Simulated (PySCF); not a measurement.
SMILES O=C[SiH2][SiH2]c1ccccc1 (C₇H₁₀OSi₂), GFN2-xTB optimised geometry. Atoms within 1.6 Å of the plane z = 0.0 Å (x, y, z in Å): O1 (1.56, -3.36, 0.76), Si4 (-1.35, -1.64, 0.01), C5 (-0.40, 0.00, 0.00), C6 (-1.06, 1.23, 0.00), C7 (-0.35, 2.42, 0.01), C8 (1.03, 2.40, 0.00), C9 (1.70, 1.19, 0.00), C10 (0.99, 0.00, 0.00), H14 (-0.99, -2.39, -1.20), H15 (-2.78, -1.32, -0.09), H16 (-2.14, 1.25, 0.00), H17 (-0.88, 3.36, 0.01), H18 (1.59, 3.33, 0.00), H19 (2.78, 1.17, 0.00), H20 (1.52, -0.94, 0.00).

Method: B3LYP/def2-SVP in PySCF. Cells within 0.4 Å of a nucleus heavier than hydrogen are left out (blank, or x).

Map of the electrostatic potential (hartree/e), clipped to [-0.08, 0.12] on the plane z = 0.0 Å:

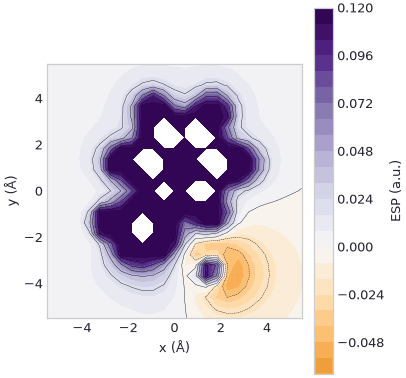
Fig. 1. Electrostatic potential (hartree/e), clipped to [-0.08, 0.12] on the plane z = 0.0 Å.
